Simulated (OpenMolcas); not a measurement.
**singlet C2HF2Ge+: levels of theory compared**

We compute a comparison of 6 runs (BLYP/6-31G*, M06-L/6-31G*, PBE/6-31G*, PBE0/6-31G*, MP2/6-31G*, CCSD(T)/6-31G*) of singlet C2HF2Ge+. 

The results are computed with OpenMolcas 26.06.

## Step 1: The structure to begin with

C2HF2Ge+ has 6 atoms, charge +1, and is taken as a singlet. SMILES of the parent species: `C#[C][Ge]([F])[F]`. Geometry: relaxed at PBE0-D4/def2-TZVP. That shape belongs to the parent species and isn't relaxed for this state.

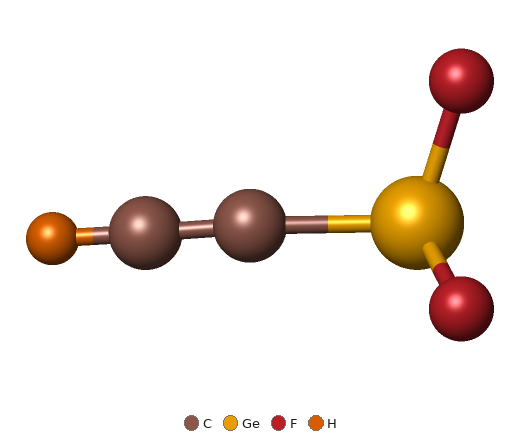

The structure, seen from a chosen angle (carbon brown, germanium amber, fluorine red, hydrogen orange).

## Step 2: The energy at BLYP/6-31G(d) (spherical functions) (run 1)

File struct.xyz:

```xyz
6

C     -0.190100     0.518400     1.692900
C     -0.131400     0.204200     0.530300
Ge    -0.289600    -0.139700    -1.323100
F     -0.276600    -1.850600    -1.565100
F      1.142900     0.424100    -2.108200
H     -0.213200     0.779700     2.727000
```

File job.input:

```
>>> EXPORT MOLCAS_PRINT=2

&gateway
 baslib = $CurrDir
 coord = struct.xyz
 basis = 6-31Gs
 group = NoSym

&seward
 gridinput
 Grid=UltraFine
 End of Grid

&scf
 charge = 1
 ksdft = BLYP
 thresholds = 1e-10 1e-07 1e-07 1e-05
 prorbitals = 0
```

The basis set 6-31G* is read from a file made from the Basis Set Exchange's data (not shown).

Command:

```console
$ export MOLCAS_MEM=1860
$ pymolcas job.input > job.log
```

The program printed:

```text
--- Start Module: gateway ---
[...]
--- Stop Module: gateway /rc=_RC_ALL_IS_WELL_ ---
--- Start Module: seward ---
[...]
      Basis functions           90
--- Stop Module: seward /rc=_RC_ALL_IS_WELL_ ---
[...]
--- Start Module: scf ---
[...]
       Convergence after  29 Iterations
[...]
::    Total KS-DFT energy                           -2352.8455242464
[...]
      Total spin, S                                     0.0000000000
[...]
      Total electronic charge=   62.000000
      Total            charge=    1.000000
[...]
      Dipole Moment (debye):
      Origin of the operator (angstrom)=   -0.0659   -0.2043   -1.0091
                   X= -2.4716E+00               Y=  2.4426E+00               Z=  3.7727E+00           Total=  5.1292E+00
      Center of Charge (angstrom)
[...]
--- Stop Module: scf /rc=_RC_ALL_IS_WELL_ ---
[...]
```

Run time: 41 s. Hardware: 1 thread of AMD EPYC 7R43 (Zen 3), shared host; peak memory 0.49 GiB.

## Step 3: A single-point energy at M06-L/6-31G(d) (spherical functions) (run 2)

File calc.input:

```
* C2HF2Ge Kohn-Sham DFT
>>> EXPORT MOLCAS_PRINT=2

&gateway
 baslib=$CurrDir
 coord
 6
 angstrom
 C       -0.190100       0.518400       1.692900
 C       -0.131400       0.204200       0.530300
 Ge      -0.289600      -0.139700      -1.323100
 F       -0.276600      -1.850600      -1.565100
 F        1.142900       0.424100      -2.108200
 H       -0.213200       0.779700       2.727000
 basis=6-31Gs
 group=NoSym

&seward
 gridinput
 Grid=UltraFine
 End of Grid

&scf
 charge=1
 ksdft=M06L
 thresholds=1e-10 1e-07 1e-07 1e-05
 prorbitals=1 2
```

The basis set 6-31G* is read from a file made from the Basis Set Exchange's data (not shown).

Command:

```console
$ export MOLCAS_MEM=1860
$ pymolcas calc.input > calc.log
```

The program printed:

```text
--- Start Module: gateway ---
[...]
--- Stop Module: gateway /rc=_RC_ALL_IS_WELL_ ---
--- Start Module: seward ---
[...]
      Basis functions           90
--- Stop Module: seward /rc=_RC_ALL_IS_WELL_ ---
[...]
--- Start Module: scf ---
[...]
       Convergence after  25 Iterations
[...]
::    Total KS-DFT energy                           -2352.7314872293
[...]
      Total spin, S                                     0.0000000000
[...]
      Total electronic charge=   62.000000
      Total            charge=    1.000000
[...]
      Dipole Moment (debye):
      Origin of the operator (angstrom)=   -0.0659   -0.2043   -1.0091
                   X= -2.8115E+00               Y=  2.6349E+00               Z=  3.6897E+00           Total=  5.3349E+00
      Center of Charge (angstrom)
[...]
--- Stop Module: scf /rc=_RC_ALL_IS_WELL_ ---
[...]
```

Wall time 44 s (1 thread of AMD EPYC 7R43 (Zen 3), shared host); peak memory 0.49 GiB.

## Step 4: A single-point energy at PBE/6-31G(d) (spherical functions) (run 3)

File job.inp:

```
&GATEWAY
  BasLib
  $CurrDir
  Coord
  6
  angstrom
  C       -0.190100       0.518400       1.692900
  C       -0.131400       0.204200       0.530300
  Ge      -0.289600      -0.139700      -1.323100
  F       -0.276600      -1.850600      -1.565100
  F        1.142900       0.424100      -2.108200
  H       -0.213200       0.779700       2.727000
  Basis
  6-31Gs
  Group
  NoSym

&SEWARD
  GridInput
  Grid=UltraFine
  End of Grid

&SCF
  Charge
  1
  KSDFT
  PBE
  Thresholds
  1e-10 1e-07 1e-07 1e-05
  PrOrbitals
  0
```

The basis set 6-31G* is read from a file made from the Basis Set Exchange's data (not shown).

Command:

```console
$ export MOLCAS_MEM=1860
$ pymolcas job.inp > job.log
```

The program printed:

```text
--- Start Module: gateway ---
[...]
--- Stop Module: gateway /rc=_RC_ALL_IS_WELL_ ---
--- Start Module: seward ---
[...]
      Basis functions           90
--- Stop Module: seward /rc=_RC_ALL_IS_WELL_ ---
[...]
--- Start Module: scf ---
[...]
       Convergence after  26 Iterations
[...]
::    Total KS-DFT energy                           -2352.2220396344
[...]
      Total spin, S                                     0.0000000000
[...]
      Total electronic charge=   62.000000
      Total            charge=    1.000000
[...]
      Dipole Moment (debye):
      Origin of the operator (angstrom)=   -0.0659   -0.2043   -1.0091
                   X= -2.5081E+00               Y=  2.4334E+00               Z=  3.6386E+00           Total=  5.0449E+00
      Center of Charge (angstrom)
[...]
--- Stop Module: scf /rc=_RC_ALL_IS_WELL_ ---
[...]
```

Run time: 39 s. Hardware: 1 thread of AMD EPYC 7R43 (Zen 3), shared host; peak memory 0.49 GiB.

Runs 4 to 5 aren't shown in full; the table further down has their settings and results.

## Step 5: A single-point energy at CCSD(T)/6-31G(d) (spherical functions) (run 6)

File job.inp:

```
>>> EXPORT MOLCAS_PRINT=2
&GATEWAY
BasLib=$CurrDir
Coord
6
angstrom
C       -0.190100       0.518400       1.692900
C       -0.131400       0.204200       0.530300
Ge      -0.289600      -0.139700      -1.323100
F       -0.276600      -1.850600      -1.565100
F        1.142900       0.424100      -2.108200
H       -0.213200       0.779700       2.727000
Basis=6-31Gs
Group=NoSym
&SEWARD
&SCF
Charge=1
Thresholds=1e-10 1e-07 1e-07 1e-05
PrOrbitals=1 2
&RASSCF
FileOrb=$Project.ScfOrb
Spin=1
Nactel=0 0 0
Inactive=31
Ras2=0
OutOrbitals=Canonical
OrbListing=Few
&MOTRA
JobIph
Frozen=13
&CCSDT
CCT
Triples=2
Iterations=80
Accuracy=1e-08
Extrapolation=5 4
```

The basis set 6-31G* is read from a file made from the Basis Set Exchange's data (not shown).

Command:

```console
$ export MOLCAS_MEM=1860
$ pymolcas job.inp > job.log
```

The program printed:

```text
--- Start Module: gateway ---
[...]
--- Stop Module: gateway /rc=_RC_ALL_IS_WELL_ ---
[...]
      Basis functions           90
[...]
       Convergence after  21 Iterations
[...]
::    Total SCF energy                              -2349.8836756077
[...]
      Total spin, S                                     0.0000000000
[...]
      Number of active orbitals                  0
[...]
      Spin quantum number                      0.0
[...]
      Active orbitals                            0
[...]
      Number of CSFs                             1
[...]
      Number of root(s) required                 1
[...]
      Convergence after  4 iterations
[...]
      Natural orbitals and occupation numbers for root  1
      ************************************************************************************************************************
      *                                                    Final results                                                     *
      ************************************************************************************************************************
[...]
::    RASSCF root number  1 Total energy:  -2349.88367561
[...]
      Total electronic charge=   62.000000
      Total            charge=    1.000000
[...]
      Dipole Moment (debye):
      Origin of the operator (angstrom)=   -0.0659   -0.2043   -1.0091
                   X= -3.9152E+00               Y=  3.2152E+00               Z=  3.2365E+00           Total=  6.0118E+00
      Center of Charge (angstrom)
[...]
--- Start Module: motra ---
[...]
      *** WARNING: Default frozen orbitals is overwritten by user input.
      *** Default values:  18
[...]
--- Stop Module: motra /rc=_RC_ALL_IS_WELL_ ---
[...]
--- Start Module: ccsdt ---
[...]
      Convergence after                    22  Iterations
      Total energy (diff) :   -2350.71640009      -0.00000000
[...]
 METHOD                       : CCSD+T(CCSD)+<T3(1)WT1> = CCSD(T)
[...]
       CCSD     =     -2350.7164000875696
[...]
--- Stop Module: ccsdt /rc=_RC_ALL_IS_WELL_ ---
[...]
```

Run time: 2.4 min. Hardware: 1 thread of AMD EPYC 7R43 (Zen 3), shared host; peak memory 0.49 GiB.

## Step 6: The series

```csv
run,level,integration grid,frozen core orbitals,energy (Eh),HOMO energy (eV),LUMO energy (eV),HOMO–LUMO gap (eV),wall time
1,BLYP/6-31G* (spherical functions),UltraFine,–,-2352.845524,-13.59,-12.49,1.09,41 s
2,M06-L/6-31G* (spherical functions),UltraFine,–,-2352.731487,-14.02,-12.65,1.38,44 s
3,PBE/6-31G* (spherical functions),UltraFine,–,-2352.222040,-13.76,-12.60,1.16,39 s
4,PBE0/6-31G* (spherical functions),UltraFine,–,-2352.261658,-15.05,-11.99,3.06,29 s
5,MP2/6-31G* (spherical functions),–,13,-2350.721402,-17.62,-8.87,8.74,15 s
6,CCSD(T)/6-31G* (spherical functions),–,13,-2350.744708,-17.62,-8.87,8.74,2.4 min
```

## Step 7: Outcome

| quantity | value |
| --- | --- |
| run 6: total energy | -2350.74471 Eh |
| run 6: HOMO energy (Hartree–Fock orbitals) | -17.62 eV |
| run 6: LUMO energy (Hartree–Fock orbitals) | -8.87 eV |
| run 6: HOMO–LUMO gap (Hartree–Fock orbitals) | 8.74 eV |
| run 6: correlation energy (13 core orbitals frozen) | -861.0 mEh |
| run 6: (T) correction | -28.31 mEh |

In words: Over runs 1, 2, 3, 4 the HOMO–LUMO gap runs from 1.09 eV (BLYP/6-31G*) to 3.06 eV (PBE0/6-31G*). Totals of different functionals can't be ranked against each other. All runs together took 5.2 min, the longest 2.4 min.
